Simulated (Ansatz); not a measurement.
One crystal and one scan (frozen-phonon scan) at two levels, PBE (plane waves to 420 eV, PAW, scalar-relativistic; Ansatz, a first-principles code) and r2SCAN (plane waves to 500 eV, PAW, scalar-relativistic; Ansatz), each from its own relaxed cell and on its own mesh. The cell shown is that of PBE.

Relaxed HfO2 (fluorite):

```
CELL_PARAMETERS angstrom
      0.00000     5.09813     5.09813
      2.54906     0.00000     2.54906
      2.54906     2.54906     0.00000
ATOMIC_POSITIONS crystal
  Hf 0.00000 0.00000 0.00000
  Hf 0.50000 0.00000 0.00000
  O  0.12500 0.25000 0.25000
  O  0.62500 0.25000 0.25000
  O  0.37500 0.75000 0.75000
  O  0.87500 0.75000 0.75000
```

A phonon eigenvector at L = (0.5, 0.0, 0.0) is frozen into this cell: atom i moves by Q times the vector below, so Q is the largest atomic displacement, in Å. The cell is held. (q is in reciprocal vectors of the primitive cell; the cell shown is doubled to hold the pattern.)

| atom | x | y | z |
|---|---|---|---|
| Hf1 | -0.577 | 0.577 | 0.577 |
| Hf2 | 0.577 | -0.577 | -0.577 |
| O3 | -0.353 | 0.353 | 0.353 |
| O4 | 0.353 | -0.353 | -0.353 |
| O5 | 0.353 | -0.353 | -0.353 |
| O6 | -0.353 | 0.353 | 0.353 |

HfO2 is run without spin polarisation. HfO2 was relaxed with its symmetry unable to fall. Spin-orbit coupling is left out, though Hf is heavy. The PAW data are Ansatz's earlier set. This is a high-temperature form of HfO2. Percentages come from the unrounded values. Both scans cover Q from -0.100 to 0.100 Å.

```tsv
quantity	PBE	r2SCAN	PBE − r2SCAN
Lattice constant a (Å)	5.098	5.059	+0.039 (+0.8 %)
Energy at Q = 0.100 Å (meV/cell)	253.4	283.5	-30.1 (-11 %)
Harmonic wavenumber from the curvature (finite differences) (cm⁻¹ (negative: imaginary))	183	195	-12 (-6 %)
```

PBE gives the higher value for: lattice constant a. PBE gives the lower value for: energy at Q = 0.100 Å; harmonic wavenumber from the curvature. Both give the same space group of the distorted cell: R-3m (No. 166), lowered from Fm-3m.

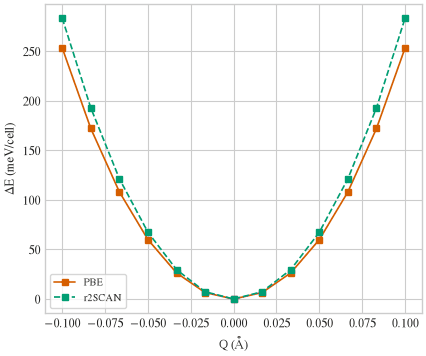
Figure: ΔE, each from the undisplaced structure of its own level.

(A displaced cell: forces are minus the slopes of the energy, force constants its curvatures, and phonons follow from these.)
